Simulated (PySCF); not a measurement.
# CH9Cl2NSi3: NMR shielding calculation

- system: CH9Cl2NSi3, SMILES [SiH3]C[Si](Cl)(Cl)N[SiH3]
- method: GIAO PBE0/pcSseg-1 NMR shielding, non-relativistic, gas phase (PySCF 2.14.0)

The geometry comes from this level: PBE0-D3(BJ)/def2-SVP. Figures and captions count atoms from 1; the log counts them from 0 in places.

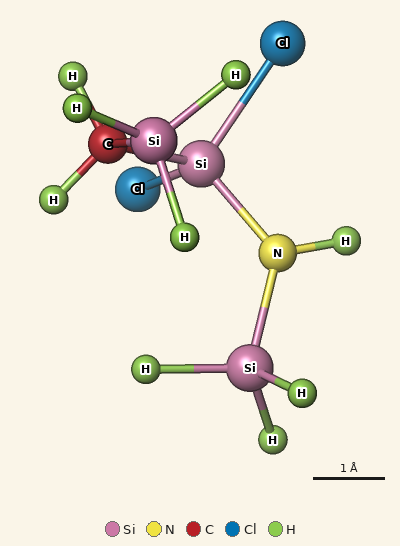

*The structure (ball-and-stick view, seen at an oblique angle).*

Bond lengths as drawn: Cl–Si 2.06 to 2.07 Å, C–H 1.10 Å, C–Si 1.85 to 1.89 Å, H–N 1.02 Å, H–Si 1.49 Å and N–Si 1.72 to 1.75 Å.

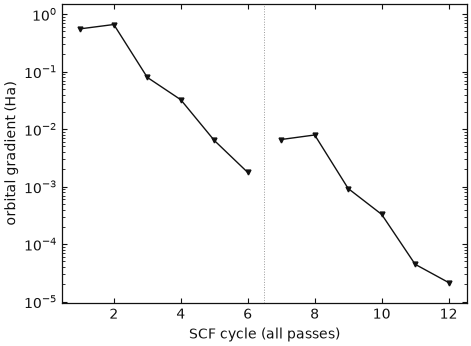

*Convergence of the self-consistent field: orbital gradient against the SCF cycle. The dotted line marks the change from a coarse to the final integration grid.*

The first 6 cycles use a coarse grid, the final grid takes over at cycle 7, and the field converges after 12 cycles in all.

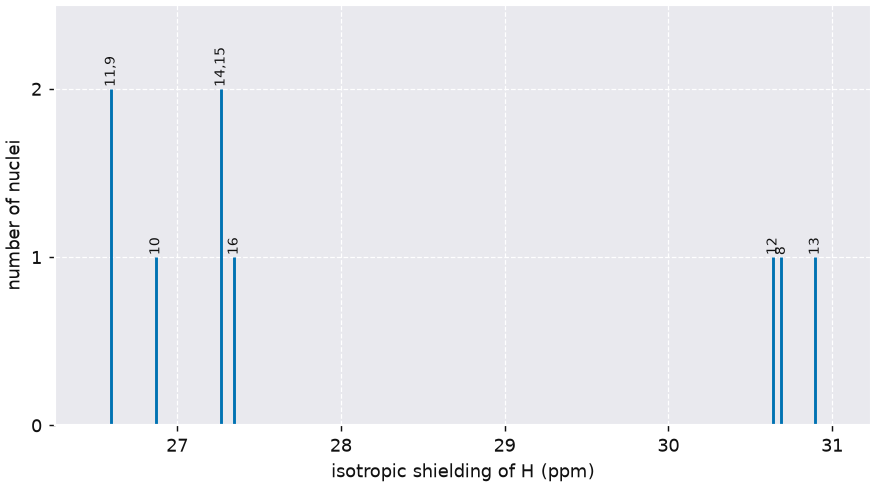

*Isotropic shieldings of the hydrogen nuclei in this fixed geometry, labelled by atom number; shielding grows to the right, so chemical shift grows to the left.*

The least shielded is H11 (26.6 ppm), the most shielded H13 (30.9 ppm).

These pictures come from the run below.

### Input
```
{"job": {"kind": "nmr", "xc": "PBE0", "basis": "pcSseg-1"}, "charge": 0, "multiplicity": 1}
Si    -0.057092     1.387398     0.411187
N     -1.434864     0.515624    -0.128879
Si    -2.029775    -1.023904     0.452702
C      1.473967     0.347863     0.455168
Si     1.718350    -0.709598    -1.090538
Cl     0.191407     2.955486    -0.909170
Cl    -0.360267     2.215779     2.287672
H     -2.067960     1.056332    -0.714100
H     -2.302276    -1.951905    -0.684928
H     -0.961500    -1.591488     1.325365
H     -3.287401    -0.873485     1.245478
H      1.446889    -0.305558     1.343455
H      2.336096     1.024006     0.581824
H      1.579106     0.128309    -2.317863
H      3.078077    -1.329537    -1.074517
H      0.699458    -1.801744    -1.130696
```

The first line tells a small driver script what to run in PySCF; the rest is the geometry in Å.

Launched with:
```bash
OMP_NUM_THREADS=1 python <driver script> task.json out
```

### What the program printed
```
coarse grid: 15848 points
cycle   1  E = -1886.3466898247  dE =  3.729e-01  |g| = 5.561e-01  |ddm| = 3.677e+00
cycle   2  E = -1886.3217219983  dE =  2.497e-02  |g| = 6.611e-01  |ddm| = 1.050e+00
cycle   3  E = -1886.4167194392  dE = -9.500e-02  |g| = 7.953e-02  |ddm| = 5.845e-01
cycle   4  E = -1886.4179833795  dE = -1.264e-03  |g| = 3.250e-02  |ddm| = 1.035e-01
cycle   5  E = -1886.4182038810  dE = -2.205e-04  |g| = 6.375e-03  |ddm| = 3.289e-02
cycle   6  E = -1886.4182134562  dE = -9.575e-06  |g| = 1.767e-03  |ddm| = 8.859e-03
final grid: 129824 points
cycle   7  E = -1886.4522785007  dE = -2.932e-05  |g| = 6.607e-03  |ddm| = 1.927e-02
cycle   8  E = -1886.4522727936  dE =  5.707e-06  |g| = 7.921e-03  |ddm| = 1.120e-02
cycle   9  E = -1886.4522873203  dE = -1.453e-05  |g| = 9.282e-04  |ddm| = 6.669e-03
cycle  10  E = -1886.4522874591  dE = -1.388e-07  |g| = 3.296e-04  |ddm| = 1.100e-03
cycle  11  E = -1886.4522874848  dE = -2.569e-08  |g| = 4.464e-05  |ddm| = 3.364e-04
cycle  12  E = -1886.4522874851  dE = -3.679e-10  |g| = 2.148e-05  |ddm| = 6.313e-05
converged SCF energy = -1886.4522874851

GIAO shielding tensors (ppm)
atom      isotropic    diamagn.    paramagn.     s11        s22        s33       span
  0 Si     332.190     877.606    -545.416    314.810    319.228    362.533     47.723
  1 N      223.794     326.395    -102.601    198.106    217.226    256.050     57.944
  2 Si     406.729     879.065    -472.337    361.460    400.116    458.611     97.151
  3 C      183.825     261.448     -77.623    174.493    179.216    197.765     23.271
  4 Si     422.811     880.238    -457.427    399.886    408.504    460.044     60.157
  5 Cl     854.821    1148.568    -293.746    745.923    816.968   1001.573    255.651
  6 Cl     799.568    1147.915    -348.347    693.836    732.358    972.508    278.673
  7 H       30.689      31.115      -0.426     22.013     29.392     40.662     18.649
  8 H       26.612      28.739      -2.127     22.769     24.703     32.363      9.594
  9 H       26.868      30.615      -3.747     23.470     26.652     30.482      7.013
 10 H       26.579      27.561      -0.983     22.492     24.571     32.674     10.183
 11 H       30.637      32.959      -2.322     26.191     28.800     36.921     10.730
 12 H       30.895      29.999       0.896     26.004     29.175     37.508     11.504
 13 H       27.254      29.258      -2.004     23.174     26.994     31.593      8.419
 14 H       27.278      28.334      -1.055     23.547     24.609     33.679     10.133
 15 H       27.346      30.440      -3.094     23.072     27.387     31.579      8.507
```

### Results in brief

- outcome: converged
- total energy: −1886.452287 hartree
- HOMO: −8.11 eV
- LUMO: 0.03 eV
- dipole moment: 1.90 D
- isotropic shielding, Si: 332.2 to 422.8 ppm
- isotropic shielding, N: 223.8 ppm
- isotropic shielding, C: 183.8 ppm
- isotropic shielding, Cl: 799.6 to 854.8 ppm
- isotropic shielding, H: 26.6 to 30.9 ppm
- hardware: 1 CPU thread, shared host
- wall time: 31 s
- peak memory: 1.1 GiB
